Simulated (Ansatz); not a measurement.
The figure comes from a scan of KBr (rock salt): the crystal slips on the {100} plane by s times a lattice vector of 6.61 Å, no atom relaxing, γ being the energy change per area. Computed with r2SCAN (plane waves to 500 eV, PAW, scalar-relativistic; Ansatz, an electronic-structure program). k mesh 6×6×6 (Γ-centred), Fermi-Dirac smearing 0.05 eV. Stress and pressure are positive under compression. Faults lie only 9.9 Å apart, and holding the cell height and the atoms raises γ above its relaxed value. KBr was relaxed with its symmetry unable to fall. 

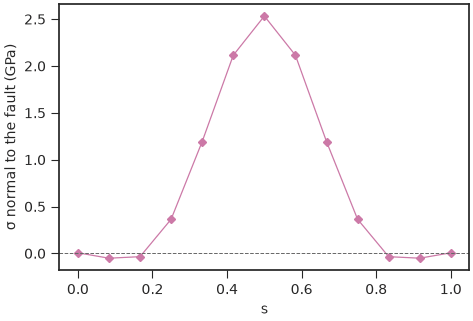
σ normal to the fault (GPa) against s; computed points joined by lines (the last repeats the first, one period on).

Read the plotted values off the figure, to the accuracy that the plot allows.

To the nearest 0.1:

```json
[
 {"s": "0.000", "σ normal to the fault (GPa)": "0.0"},
 {"s": "0.083", "σ normal to the fault (GPa)": "-0.1"},
 {"s": "0.167", "σ normal to the fault (GPa)": "0.0"},
 {"s": "0.250", "σ normal to the fault (GPa)": "0.4"},
 {"s": "0.333", "σ normal to the fault (GPa)": "1.2"},
 {"s": "0.417", "σ normal to the fault (GPa)": "2.1"},
 {"s": "0.500", "σ normal to the fault (GPa)": "2.5"},
 {"s": "0.583", "σ normal to the fault (GPa)": "2.1"},
 {"s": "0.667", "σ normal to the fault (GPa)": "1.2"},
 {"s": "0.750", "σ normal to the fault (GPa)": "0.4"},
 {"s": "0.833", "σ normal to the fault (GPa)": "0.0"},
 {"s": "0.917", "σ normal to the fault (GPa)": "-0.1"}
]
```

(The slope of γ gives the shear force per area between the displaced halves; near zero shift its curvature is an elastic stiffness.)
